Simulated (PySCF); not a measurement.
# [WF3]-: relaxation and vibrations of the singlet, part 2 of 2

PySCF 2.14.0; PBE0, basis W def2-SVPD with ECP60, F def2-SVPD, scalar-relativistic core potentials, no spin–orbit coupling, density fitting. Earlier steps stand in the parts before.

### 6 The broken-symmetry singlet

A stability analysis found the closed shell of the lowest minimum unstable towards spin polarisation, so the unrestricted solution is followed.

The program finds C2v symmetry in the start, which may break.

scf.py

```python
from pyscf import gto, scf, dft
mol = gto.M(atom='''
W      0.073891     0.000000    -0.000000
F      1.945475     0.000001    -0.000000
F     -1.330461     1.308870     0.000000
F     -1.330460    -1.308871     0.000000''',
    basis={'W': 'def2-SVPD', 'F': 'def2-SVPD'},
    ecp={'W': 'def2-SVPD'},
    charge=-1, spin=0)
mf = dft.UKS(mol, xc='PBE0')
mf.grids.atom_grid = (50, 194)
aux = {'W': 'def2-universal-JKFIT', 'F': 'def2-universal-JKFIT'}
mf = mf.density_fit(auxbasis=aux)
mf.conv_tol = 1e-08
mf.diis_space = 10
mf.max_cycle = 60
mf.verbose = 4
mf.kernel()
```

The optimiser's trace:

| step | energy (Eh) | change (kJ/mol) | largest gradient (Eh/bohr) |
| --- | --- | --- | --- |
| 0 | -366.228932 | 0.00 | 0.01159 |
| 1 | -366.229971 | -2.73 | 0.00628 |
| 2 | -366.230497 | -4.11 | 0.00526 |
| 3 | -366.230710 | -4.67 | 0.00687 |
| 4 | -366.230923 | -5.23 | 0.00248 |
| 5 | -366.230981 | -5.38 | 0.00099 |
| 6 | -366.231001 | -5.43 | 0.00082 |
| 7 | -366.231006 | -5.44 | 0.00033 |
| 8 | -366.231008 | -5.45 | 0.00005 |

The walk needed 56 s of wall time on 2 threads, shared host.

Geometry (Å) and forces (eV/Å) at some steps:

```
step 0
W    0.074   0.000   0.000   0.596   0.000   0.313
F    1.945   0.000   0.000   0.385   0.000  -0.134
F   -1.330   1.309   0.000  -0.490   0.011  -0.089
F   -1.330  -1.309   0.000  -0.490  -0.011  -0.090
step 1
W    0.079   0.000   0.070   0.188   0.000   0.081
F    1.953   0.000  -0.030   0.323   0.000  -0.044
F   -1.337   1.302  -0.020  -0.255  -0.005  -0.019
F   -1.337  -1.302  -0.020  -0.255   0.005  -0.019
step 4
W    0.108   0.000   0.042   0.110   0.000  -0.040
F    1.997   0.000  -0.017  -0.127   0.000   0.016
F   -1.373   1.248  -0.013   0.009  -0.070   0.012
F   -1.373  -1.248  -0.013   0.009   0.070   0.012
step 8
W    0.113   0.000   0.001  -0.003   0.000   0.000
F    1.998   0.000   0.001   0.001   0.000   0.000
F   -1.376   1.236  -0.001   0.001   0.000   0.000
F   -1.376  -1.236  -0.001   0.001   0.000   0.000
```

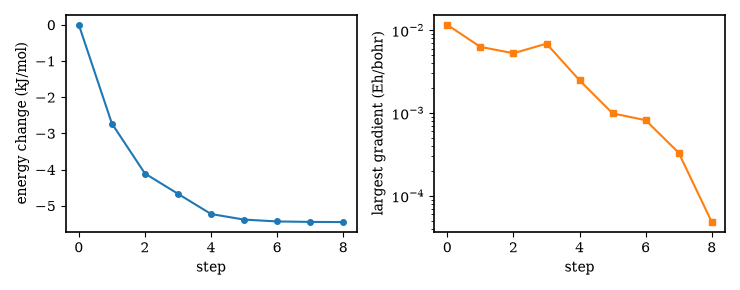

How energy and gradient fall.

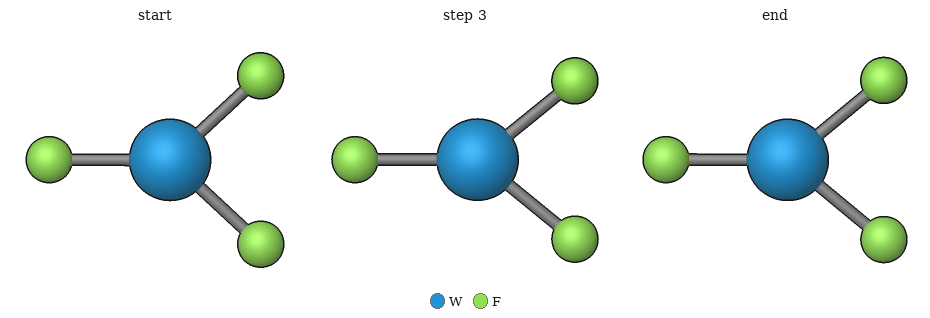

Start and end of the relaxation, with a step between.

End point (C2v, 8 steps, 5.4 kJ/mol gained): W–F 1.885 Å, W–F 1.936 Å (×2); F–W–F 79.4°, F–W–F 140.3° (×2).

### 7 Vibrations and properties at this point

As before: finer grid, then central differences.

Edit scf.py of step 6 so:

```diff
@@ -3,4 +3,4 @@
-W      0.073891     0.000000    -0.000000
-F      1.945475     0.000001    -0.000000
-F     -1.330461     1.308870     0.000000
-F     -1.330460    -1.308871     0.000000''',
+W      0.086742    -0.000000     0.000052
+F      1.971793    -0.000004     0.001183
+F     -1.404041     1.234739    -0.000842
+F     -1.404045    -1.234734    -0.000843''',
@@ -11 +11 @@
-mf.grids.atom_grid = (50, 194)
+mf.grids.atom_grid = (75, 302)
@@ -14 +14 @@
-mf.conv_tol = 1e-08
+mf.conv_tol = 1e-10
```

Log of the central SCF (cycles and frontier levels):

```text
init E= -366.230818397954
[... the frontier-level lines of each cycle are left out ...]
cycle= 1 E= -366.230818397958  delta_E= -4.26e-12  |g|= 2.09e-06  |ddm|= 1.1e-05
Extra cycle  E= -366.230818397957  delta_E= 1.36e-12  |g|= 3.81e-06  |ddm|= 1.1e-05
converged SCF energy = -366.230818397957  <S^2> = 0.93148517  2S+1 = 2.1739229
```

The whole step took 2.1 min.

Geometry: C2v; W–F 1.885 Å, W–F 1.936 Å (×2); F–W–F 79.3°, F–W–F 140.4° (×2).

Harmonic modes (main isotopes):

```
ω (cm⁻¹)  IR (km/mol)  μ (u)     type
      48          0.0  23.86     bend
      92          1.2  22.20     bend
     270          2.4  19.83     bend
     494          101  20.25  stretch
     600         96.5  20.47  stretch
     629          103  21.08  stretch
```

Every mode is real; the point is a minimum.

Here the density breaks the symmetry of the frame, and no labels are given.

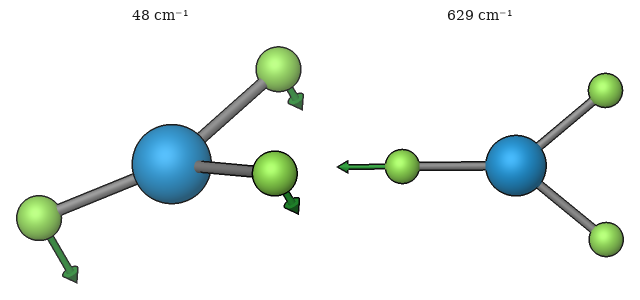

How the atoms move in 2 of the modes.

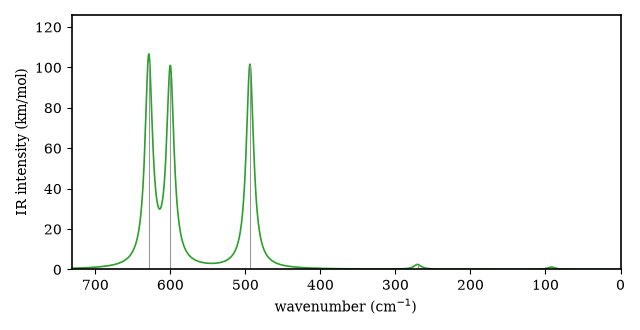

The harmonic infrared spectrum (widths in cm⁻¹). Lines are broadened to a width of 12 cm⁻¹ (Lorentzian).

Constants and moments:

```yaml
Dipole_moment_about_the_centre_of_mass: 1.95 D
Highest_occupied_level: -0.11 eV
Lowest_empty_level: 3.37 eV
Rotational_constants: 0.291, 0.1123, 0.08101 cm⁻¹
Zero-point_energy: 12.8 kJ/mol
Principal_polarisabilities: 64.2, 78.2, 94.7 bohr³
Principal_traceless_quadrupole_moments_about_the_centre_of_mass: -7.82, 2.25, 5.57 D Å
Entropy_at_298.15_K_and_1_bar: 328.5 J/(mol K)
Heat_capacity_Cp_at_298.15_K: 70.6 J/(mol K)
Enthalpy_at_298.15_K_above_0_K: 16.69 kJ/mol
Rotational_symmetry_number: 2
Spin_squared_⟨S²⟩: 0.931
```

Charges (e) and bond orders:

| atom | Mulliken | Löwdin | polar tensor | spin (Mulliken) | Mayer order to W1 |
| --- | --- | --- | --- | --- | --- |
| W1 | 0.72 | 0.87 | 0.64 | 0.00 | – |
| F2 | -0.55 | -0.61 | -0.41 | 0.00 | 0.41 |
| F3,4 | -0.59 | -0.63 | -0.61 | 0.00 | 0.47 |

Mulliken populations on W1 (outside its core potential): s 3.50, p 6.03, d 3.65, f 0.09.

### 8 All stationary points

| spin | group | bonds | imaginary modes (cm⁻¹) | ΔE (kJ/mol) | with zero-point energy |
| --- | --- | --- | --- | --- | --- |
| broken-symmetry (Ms = 0) | C2v (density of lower symmetry) | W–F 1.885 Å, W–F 1.936 Å (×2) | none | 0.0 | 0.0 |
| singlet | C2v | W–F 1.872 Å, W–F 1.920 Å (×2) | none | 32.2 | 32.9 |

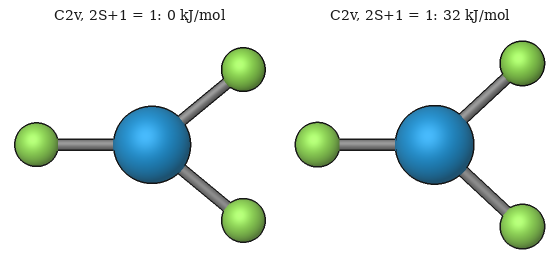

The points, lowest first (tungsten blue, fluorine green).

### 9 Real-space pictures of the lowest minimum

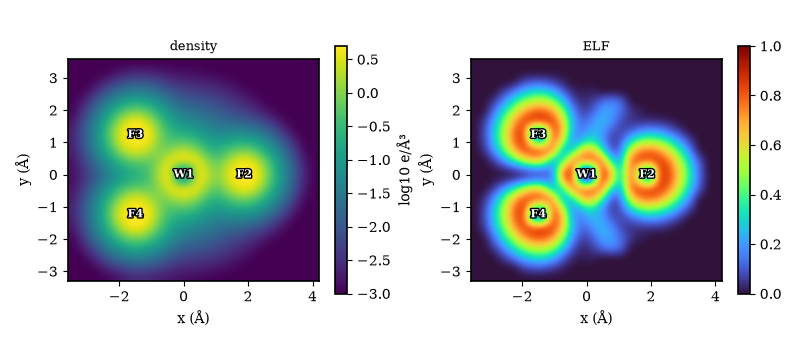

The plane holds W1 at (0.00, 0.00), F2 at (1.89, 0.00), F3 at (-1.49, 1.23), F4 at (-1.49, -1.23) Å. ELF is set to 0 where the density is under 0.005 e/Å³; an orbital's overall sign is arbitrary. Electrons inside core potentials are absent.

Orbitals, density, ELF and potential are computed afterwards from the orbital file.

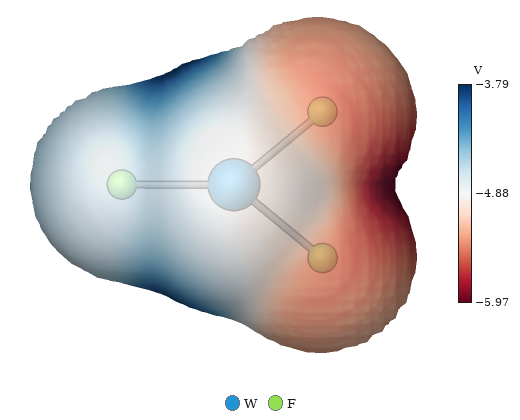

The potential that a unit positive charge feels on the 0.002 e/bohr³ surface, from the 1st to the 99th percentile, from -5.97 V near F4 to -3.79 V near F2.

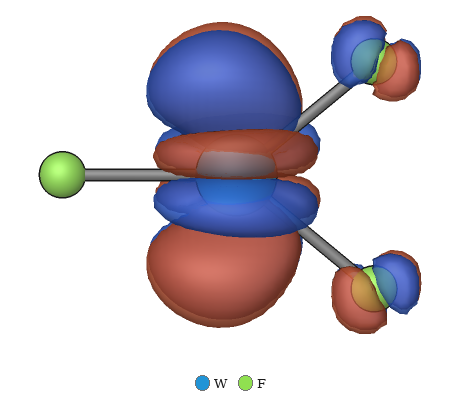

Spin density at ±0.03 e/Å³ (alpha excess blue, beta excess red).

Making the fields took 2.4 s.

### 10 What came out

The summary covers parts 1 to 2.

| quantity | value |
| --- | --- |
| minimum | broken-symmetry (Ms = 0), C2v |
| geometry | W–F 1.885 Å, W–F 1.936 Å (×2); F–W–F 79.3°, F–W–F 140.4° (×2) |
| wavenumbers (cm⁻¹) | 48, 92, 270, 494, 600, 629 |
| dipole moment (centre of mass) | 1.95 D |
| highest occupied, lowest empty level (either spin) | -0.11, 3.37 eV |
| polar-tensor charge of W1 | +0.64 e |
| zero-point energy | 12.8 kJ/mol |
| entropy at 298.15 K | 328.5 J/(mol K) |
| ⟨S²⟩ | 0.931 |

What this shows: From D3h at the start the molecule goes to a C2v minimum. The determinant is spin-contaminated (⟨S²⟩ = 0.93 against 0.00), so it is no pure spin state. In the infrared the band at 629 cm⁻¹ (stretch) leads. Other starts or spin states, not run here, may lie lower. The SCF density has lower symmetry than the nuclear frame. Spin–orbit coupling, left out here, can matter for elements this heavy.

The search up to here needed 5.2 min of wall time on 2 threads, shared host.
